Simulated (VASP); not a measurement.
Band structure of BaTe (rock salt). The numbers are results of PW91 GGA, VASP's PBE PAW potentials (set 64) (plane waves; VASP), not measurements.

Unless said otherwise, spin-orbit coupling is left out, though it shifts the bands of the heavy elements here.

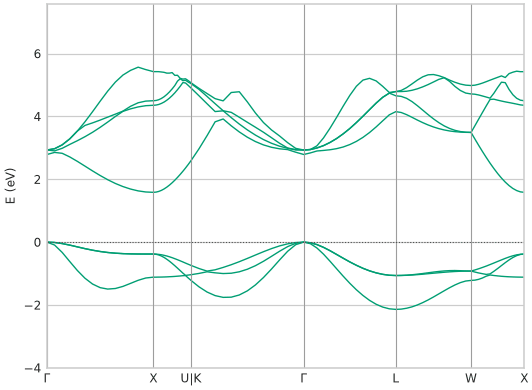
Fig. 1. Bands along high-symmetry lines, zero at the valence-band maximum or, without a gap, the Fermi level

Question: Read the plot: is there a gap, and where are the band edges?

Answer: The gap is indirect, 1.58 eV, from the valence maximum at Γ to the conduction minimum at X. (Edges off the drawn lines would not show.)

The compound is BaTe in the rock salt structure. It was relaxed first.
